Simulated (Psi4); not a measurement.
# SiH3O2 (SMILES [O][SiH2]O) at UB3LYP/def2-SVP (sweep point 4)

Aim: the vertical ionisation energy of SiH3O2 at UB3LYP/def2-SVP (sweep point 4), from 2 runs. 

The calculation is run with Psi4 1.11.

4 further runs of the same task are left out: 4 set aside as unsound or not needed.

## 1. The molecule

The species is SiH3O2 (6 atoms), meant as a doublet with charge 0. SMILES: `[O][SiH2]O`. The shape is that of a PBE0-D4/def2-TZVP optimisation. This is one conformer, not always the lowest.

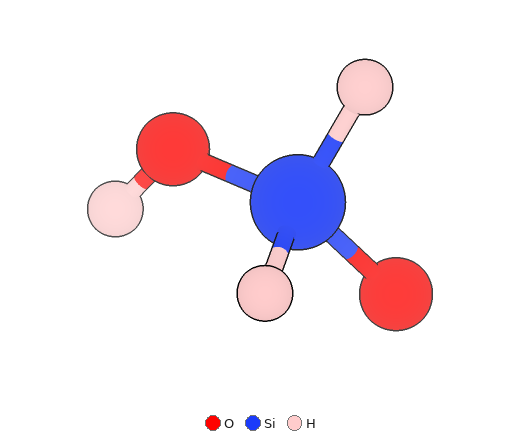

Viewed from a chosen angle; oxygen red, silicon blue, hydrogen pink.

## 2. The energy at UB3LYP/def2-SVP (sweep point 4)

Contents of calc.py:

```python
import psi4

psi4.set_memory(1600000000)
psi4.set_num_threads(1)
psi4.core.set_output_file('output.dat', False)

m = psi4.geometry("""
0 2
O     -3.15943311    -0.92653272     0.21013755
Si    -0.38833872     0.30311207    -0.49775386
O      1.79467290     0.20824782     1.67902166
H      0.22109796    -1.32337521    -2.72441815
H     -0.66801819     3.01260139    -1.12249732
H      2.27976560    -1.39518480     2.36801581
units au
symmetry c1
""")

options = {'reference': 'uks', 'puream': True, 'scf_type': 'pk', 'dft_radial_points': 50, 'dft_spherical_points': 194, 'maxiter': 150}
psi4.set_options(options)

result = psi4.energy('b3lyp/def2-SVP', molecule=m)
print('E =', round(result, 9))
for k, v in sorted(psi4.core.scalar_variables().items()):
    print(f'{k:45s} {v:18.10f}')
```

Launch:

```
$ python calc.py
```

output.dat:

```text
[...]
  Running in c1 symmetry.
[...]
  Nuclear repulsion =  110.735256139634899
[...]
  Multiplicity = 2
[...]
  Nalpha       = 17
  Nbeta        = 16
[...]
    Number of basis functions: 61
[...]
   @UKS iter   1:  -441.19880421692898   -2.40707e-01   1.44109e-02 DIIS/ADIIS
[...]
   @UKS iter  14:  -441.54289842064549   -2.55415e-07   5.99552e-07 DIIS
[...]
   @S^2 Observed:                7.538586989E-01
[...]
    Orbital Energies [Eh]
    ---------------------
    Alpha Occupied:
       1A    -66.160351     2A    -19.178766     3A    -19.148565
       4A     -5.325211     5A     -3.688074     6A     -3.687325
       7A     -3.685948     8A     -1.009915     9A     -0.970240
      10A     -0.578879    11A     -0.482347    12A     -0.431802
      13A     -0.408495    14A     -0.388577    15A     -0.352307
      16A     -0.336187    17A     -0.327390
    Alpha Virtual:
      18A      0.029957    19A      0.053545    20A      0.089509
      21A      0.115264    22A      0.121758    23A      0.194991
      24A      0.305421    25A      0.399730    26A      0.435543
[...]
  @UKS Final Energy:  -441.54289842064549
   => Energetics <=
    Nuclear Repulsion Energy =            110.7352561396348989
    One-Electron Energy =                -830.1227912340166313
    Two-Electron Energy =                 309.5337225270370141
    DFT Exchange-Correlation Energy =     -31.6890858533007638
    Empirical Dispersion Energy =           0.0000000000000000
    VV10 Nonlocal Energy =                  0.0000000000000000
    Total Energy =                       -441.5428984206454857
[...]
 Multipole Moments:
 ------------------------------------------------------------------------------------
     Multipole            Electronic (a.u.)      Nuclear  (a.u.)        Total (a.u.)
 ------------------------------------------------------------------------------------
 L = 1.  Multiply by 2.5417464519 to convert [e a0] to [Debye]
 Dipole X            :         -1.0364596            1.6382491            0.6017895
 Dipole Y            :         -0.4814408            0.2123426           -0.2690983
 Dipole Z            :          1.0507408           -1.0882060           -0.0374652
 Magnitude           :                                                    0.6602788
[...]
```

Standard output:

```text
E = -441.542898421
CURRENT ENERGY                                   -441.5428984206
CURRENT REFERENCE ENERGY                         -441.5428984206
DD SOLVATION ENERGY                                 0.0000000000
DFT FUNCTIONAL TOTAL ENERGY                      -441.5428984206
DFT TOTAL ENERGY                                 -441.5428984206
DFT VV10 ENERGY                                     0.0000000000
DFT XC ENERGY                                     -31.6890858533
GRID ELECTRONS ALPHA                               17.0000082838
GRID ELECTRONS BETA                                15.9999946808
GRID ELECTRONS TOTAL                               33.0000029647
NUCLEAR REPULSION ENERGY                          110.7352561396
ONE-ELECTRON ENERGY                              -830.1227912340
PCM POLARIZATION ENERGY                             0.0000000000
PE ENERGY                                           0.0000000000
SCF ITERATION ENERGY                             -441.5428984206
SCF ITERATIONS                                     14.0000000000
SCF TOTAL ENERGY                                 -441.5428984206
TWO-ELECTRON ENERGY                               309.5337225270
XC GRID RADIAL POINTS                              50.0000000000
XC GRID SPHERICAL POINTS                          194.0000000000
XC GRID TOTAL POINTS                            56818.0000000000
```

Run time: 5.1 s. Hardware: 1 thread of Intel Xeon Platinum 8488C (Sapphire Rapids), shared host; peak memory 0.31 GiB.

## 3. The singlet cation

Contents of job.py:

```python
import psi4

psi4.set_memory(1600000000)
psi4.set_num_threads(1)
psi4.core.set_output_file('psi4.out', False)

geom = psi4.geometry("""
1 1
O     -3.15943311    -0.92653272     0.21013755
Si    -0.38833872     0.30311207    -0.49775386
O      1.79467290     0.20824782     1.67902166
H      0.22109796    -1.32337521    -2.72441815
H     -0.66801819     3.01260139    -1.12249732
H      2.27976560    -1.39518480     2.36801581
units au
symmetry c1
""")

psi4.set_options({
    'puream': True,
    'scf_type': 'pk',
    'dft_radial_points': 50,
    'dft_spherical_points': 194,
})

E, wfn = psi4.energy("b3lyp/def2-SVP", return_wfn=True)
print('E =', round(E, 9))
```

Launch:

```
$ python job.py
```

psi4.out:

```text
[...]
  Running in c1 symmetry.
[...]
  Nuclear repulsion =  110.735256139634899
[...]
  Multiplicity = 1
[...]
  Nalpha       = 16
  Nbeta        = 16
[...]
    Number of basis functions: 61
[...]
   @RKS iter   1:  -440.83048350703240    1.27614e-01   1.25369e-02 ADIIS/DIIS
[...]
   @RKS iter  15:  -441.09276315800150   -1.76636e-08   2.38126e-07 DIIS
[...]
    Orbital Energies [Eh]
    ---------------------
    Doubly Occupied:
       1A    -66.445922     2A    -19.493762     3A    -19.418745
       4A     -5.613080     5A     -3.975634     6A     -3.975050
       7A     -3.973795     8A     -1.269191     9A     -1.235005
      10A     -0.842212    11A     -0.753923    12A     -0.684241
      13A     -0.677201    14A     -0.635787    15A     -0.609913
      16A     -0.597409
[...]
  @RKS Final Energy:  -441.09276315800150
   => Energetics <=
    Nuclear Repulsion Energy =            110.7352561396348989
    One-Electron Energy =                -820.8365057068812121
    Two-Electron Energy =                 300.3553004797781796
    DFT Exchange-Correlation Energy =     -31.3468140705333624
    Empirical Dispersion Energy =           0.0000000000000000
    VV10 Nonlocal Energy =                  0.0000000000000000
    Total Energy =                       -441.0927631580015031
[...]
 Multipole Moments:
 ------------------------------------------------------------------------------------
     Multipole            Electronic (a.u.)      Nuclear  (a.u.)        Total (a.u.)
 ------------------------------------------------------------------------------------
 L = 1.  Multiply by 2.5417464519 to convert [e a0] to [Debye]
 Dipole X            :         -1.0260650            1.6382491            0.6121841
 Dipole Y            :         -0.3636840            0.2123426           -0.1513414
 Dipole Z            :          0.2245904           -1.0882060           -0.8636155
 Magnitude           :                                                    1.0693481
[...]
```

Standard output:

```text
E = -441.092763158
```

Run time: 6 s. Hardware: 1 thread of Intel Xeon Platinum 8488C (Sapphire Rapids), shared host; peak memory 0.31 GiB.

## 4. What came out

At UB3LYP/def2-SVP (sweep point 4):

| quantity | value |
| --- | --- |
| doublet SiH3O2: total energy | -441.54290 Eh |
| doublet SiH3O2: dipole moment | 1.68 D |
| doublet SiH3O2: HOMO energy (highest over α and β) | -8.55 eV |
| doublet SiH3O2: LUMO energy (lowest over α and β) | -4.86 eV |
| doublet SiH3O2: ⟨S²⟩ | 0.754 |
| singlet cation: total energy | -441.09276 Eh |
| singlet cation: HOMO energy | -16.26 eV |
| singlet cation: LUMO energy | -14.60 eV |
| singlet cation: HOMO–LUMO gap | 1.66 eV |
| vertical ionisation energy (to the singlet cation) | 12.249 eV |

In words: Removing an electron at fixed nuclei costs 12.25 eV (282 kcal/mol). Only the singlet of the ionised species was computed; a triplet could lie lower.
